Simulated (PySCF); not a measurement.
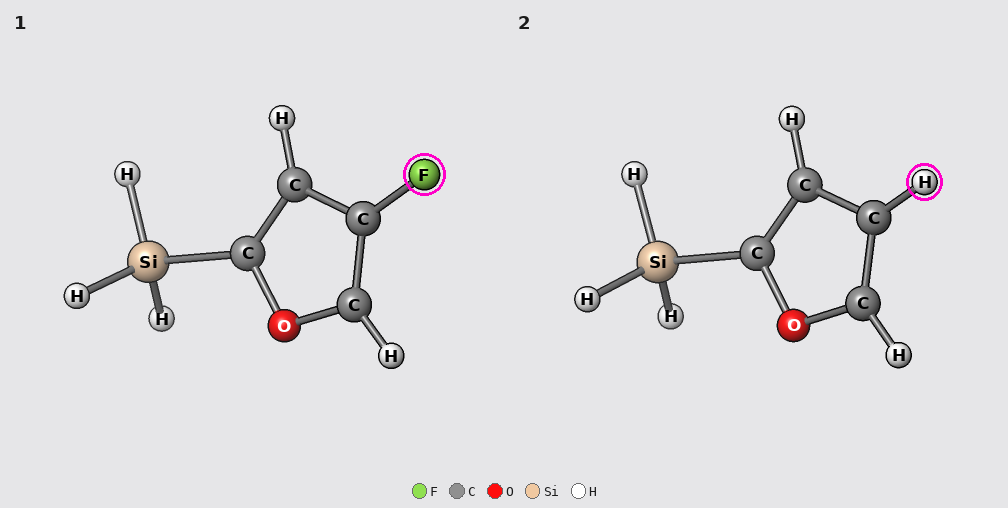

2 molecules with one skeleton, seen from the same side and at one scale; the atom that differs is circled. Charge 0, singlet. Computed geometries: PBE0-D3(BJ)/def2-SVP optimisations, one conformation each. Properties computed with PySCF 2.14.0.

One atom differs, called X below: F in panel 1, H in panel 2. Their formulas are C4H5FOSi (`Fc1coc([SiH3])c1`), C4H6OSi (`[SiH3]c1ccco1`).

> In which is the GIAO shielding of the C bonded to X larger (PBE0/6-311+G(2d,p))?

In panel 2 (X = H).

> In which is the dipole moment larger (PBE0/6-311+G(2d,p))?

In panel 2 (X = H).

Give the values. With PBE0-D3(BJ)/def2-SVP: length of X–C (Å), mean angle X–C–C (°). With PBE0/6-311+G(2d,p): dipole moment (D), HOMO energy (Kohn–Sham orbital) (eV), HOMO–LUMO gap (eV), Hirshfeld charge of X (e), GIAO shielding of the C bonded to X (ppm).

| quantity | 1 (F) | 2 (H) | 2 − 1 |
| --- | --- | --- | --- |
| length of X–C (Å) | 1.321 | 1.088 | −0.233 |
| mean angle X–C–C (°) | 126.2 | 127.2 | +1.0 |
| dipole moment (D) | 0.58 | 1.06 | +0.48 |
| HOMO energy (Kohn–Sham orbital) (eV) | −6.88 | −6.76 | +0.12 |
| HOMO–LUMO gap (eV) | 6.25 | 6.38 | +0.13 |
| Hirshfeld charge of X (e) | −0.08 | 0.06 | +0.14 |
| GIAO shielding of the C bonded to X (ppm) | 26.8 | 73.0 | +46.2 |
